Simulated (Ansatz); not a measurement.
**Single-point calculation, with input and output: BSiH4O2F**

- system: BSiH4O2F, SMILES B[Si](O)(O)F
- method: RKS PBE0-D4/def2-TZVPP (Ansatz 0.2.0)

The geometry comes from this level: PBE0-D4/def2-TZVP.

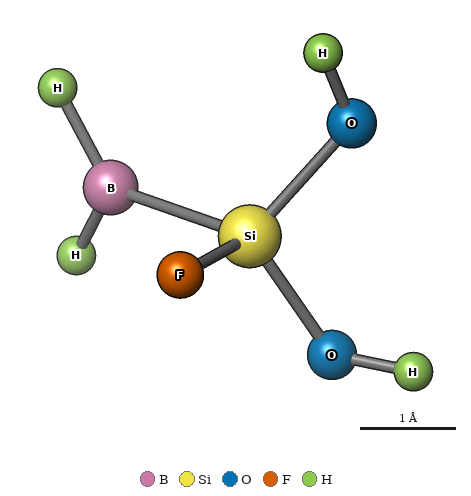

**Figure 1.** The structure (ball-and-stick view, seen at a tilt).

**The input**
```yaml
crystal:
  periodic: [false, false, false]
  atoms:
    - {symbol: B, position_ang: [-0.435216, 0.357492, -1.532794]}
    - {symbol: Si, position_ang: [0.120045, 0.111776, 0.377612]}
    - {symbol: O, position_ang: [0.892299, -1.295766, 0.706443]}
    - {symbol: O, position_ang: [-1.163533, 0.176745, 1.373675]}
    - {symbol: F, position_ang: [1.140920, 1.309218, 0.693136]}
    - {symbol: H, position_ang: [-1.501153, 0.798840, -1.838423]}
    - {symbol: H, position_ang: [0.319085, 0.073559, -2.416566]}
    - {symbol: H, position_ang: [1.774755, -1.419022, 0.353724]}
    - {symbol: H, position_ang: [-1.058703, -0.159042, 2.266092]}
basis:
  gaussian: {orbitals: def2-TZVPP}
hamiltonian: {xc: pbe0, dispersion: d4}
output: {orbitals: {seedname: orbitals}}
```

Run on 2 threads of Arm Neoverse V2, 23 GiB of memory available, shared host.

Launched with:
```bash
ansatz run in.yaml --threads 2 --pin off --events-out ev --progress --plain --max-ram 4352MiB
```

**Log**
```
Functional definition: PBE0
  name "PBE0"
  cite "Adamo & Barone, J. Chem. Phys. 110, 6158 (1999) doi:10.1063/1.478522"
  cite "Perdew, Burke & Ernzerhof, Phys. Rev. Lett. 77, 3865 (1996) doi:10.1103/PhysRevLett.77.3865"
  parent pbe
  parameter a = 0.25
  parameter kappa = 0.804
  parameter beta = 0.06672455060314922
  exchange = (1 - a)*pbe_x(kappa = kappa, mu = beta*pi^2/3) + a*exact_x
  correlation = pbe_c(beta = beta)
1154 factors; their error is unknown
mean field evaluation 1: about -15417.3946 eV, gradient 7.5e1 eV
mean field evaluation 2: about -15406.3023 eV, gradient 1.1e2 eV
mean field evaluation 4: about -15425.9230 eV, gradient 4.2e0 eV
mean field evaluation 8: about -15425.9457 eV, gradient 4.0e-2 eV
mean field evaluation 16: about -15425.9784 eV, gradient 3.0e-5 eV
mean field -15425.97838423 eV, -566.8942495169 hartree, gradient 3.0e-5 eV, S^2 0.000000; 0 other end points of the search recorded, 0 dependent functions left out
reference -15425.97841623 eV, -566.8942506929 hartree; 24, 24 occupied and 198, 198 virtual orbitals, 1154 factors
Total energy: -15426.12222251 eV, -566.8995354760 hartree
```

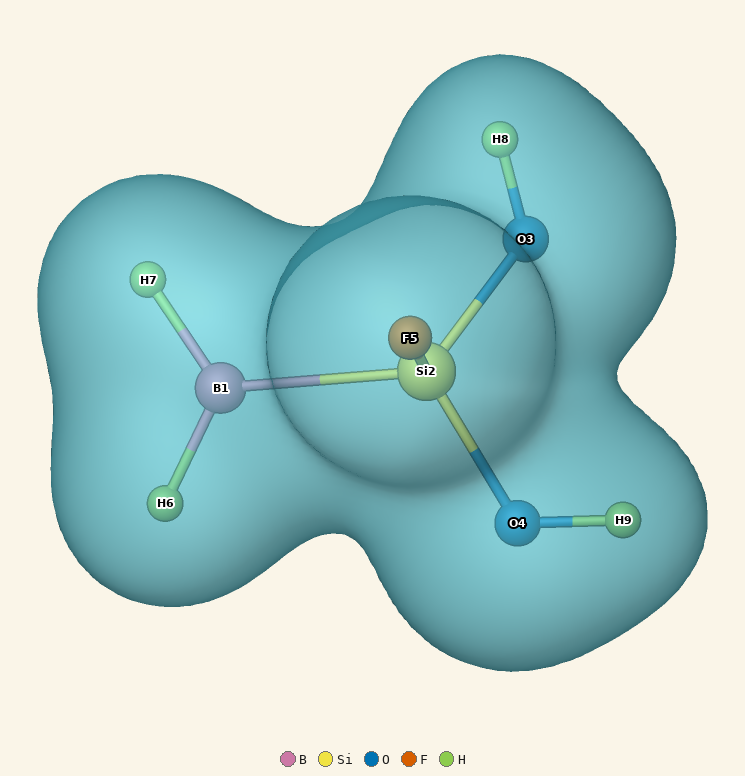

**Figure 2.** Isosurface of the electron density at 0.05 e/Å³ (cyan), seen at an oblique angle. At this value the surface is in one piece. On the grid the lowest density along these lines, outside the cores, is 0.99 e/Å³ (Si–F, 1.60 Å), 1.1 e/Å³ (Si–O, 1.63 Å), 0.8 e/Å³ (Si–B, 2.00 Å) and 2.5 e/Å³ (O–H, 0.96 Å).

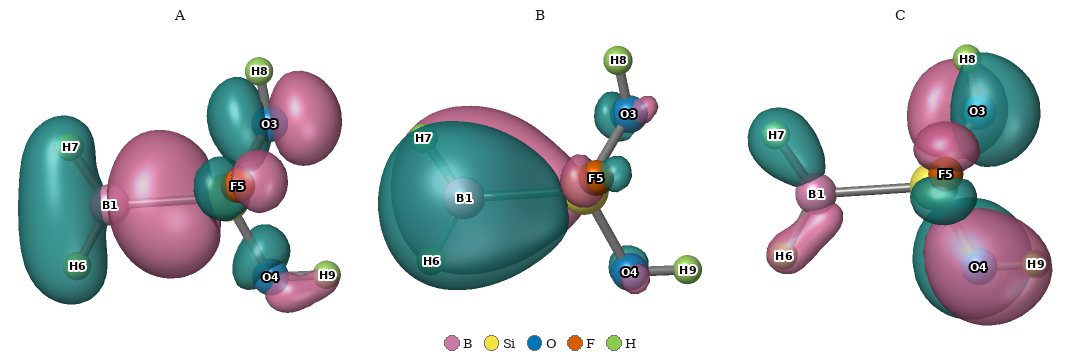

**Figure 3.** Three frontier orbitals at ±0.1 Å⁻³ᐟ² (teal and pink are the two phases). C is the HOMO−1 (−9.66 eV). A is the HOMO (−8.59 eV). It lies mainly on B1 (35 %), Si2 (25 %) and O3 (20 %). B is the LUMO (−2.58 eV). It lies mainly on B1 (65 %) and Si2 (15 %). The HOMO–LUMO gap is 6.01 eV between the orbital energies.

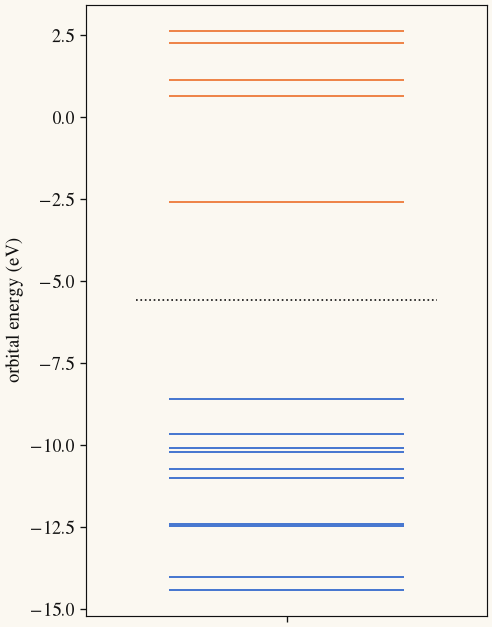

**Figure 4.** Orbital energies near the frontier; the dotted line parts filled from empty levels, and levels within 0.02 eV of each other stand side by side. Highest filled −8.59 eV, lowest empty −2.58 eV, 6.01 eV apart.

**Summary**

| quantity | value |
| --- | --- |
| outcome | converged |
| total energy | −15426.1222 eV |
| mean-field energy | −15425.9784 eV |
| dispersion energy | −0.1438 eV |
| SCF solution under orbital rotations | stable |
| HOMO | −8.59 eV |
| LUMO | −2.58 eV |
| wall time | 3.6 s (CPU time 6.8 s) |
| peak memory | 0.45 GiB |
